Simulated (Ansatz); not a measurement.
| atom | x (Å) | y (Å) | z (Å) |
| --- | --- | --- | --- |
| Si | 0.0991 | 0.0313 | 0.5175 |
| Cl | 0.4964 | 0.1568 | 2.5920 |
| Si | 1.8476 | -1.2578 | -0.4324 |
| Si | 0.0792 | 2.2544 | -0.3063 |
| Si | -2.0122 | -1.0236 | 0.2925 |
| H | 1.8627 | -2.6099 | 0.1732 |
| H | 1.6221 | -1.3810 | -1.8945 |
| H | 3.1499 | -0.5923 | -0.1954 |
| H | -0.9797 | 3.0347 | 0.3757 |
| H | -0.1960 | 2.2302 | -1.7649 |
| H | 1.3961 | 2.8909 | -0.0701 |
| H | -3.0535 | -0.2158 | 0.9695 |
| H | -1.9652 | -2.3775 | 0.8924 |
| H | -2.3465 | -1.1405 | -1.1491 |

Method: Ansatz, Hartree-Fock, Gaussian basis def2-SVP.

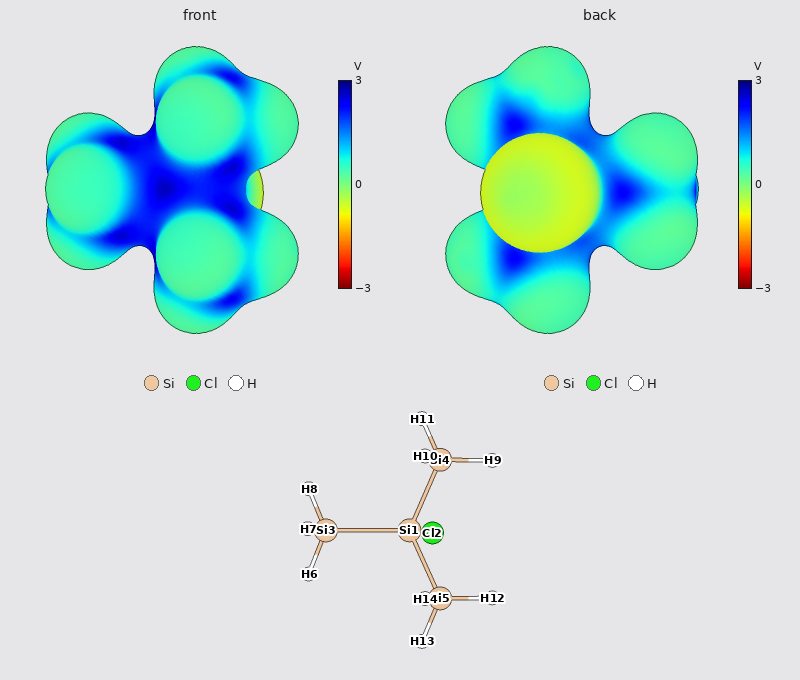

ClH$_{9}$Si$_{4}$ (SMILES [Si](Cl)([SiH3])([SiH3])[SiH3]). The electrostatic potential painted on the density surface at 0.004 e/bohr³, seen from the front and from behind; the colour scale runs from red (negative) to blue (positive). The bare structure is drawn below in the same view.

> Which sites attract a positive test charge, and which a negative one?

A positive charge is drawn to the negative regions and a negative charge to the positive ones. The most negative region (about −0.7 V) lies over Cl2, the most positive (about +2.5 V) over Si1, Si3, Si4 and Si5.
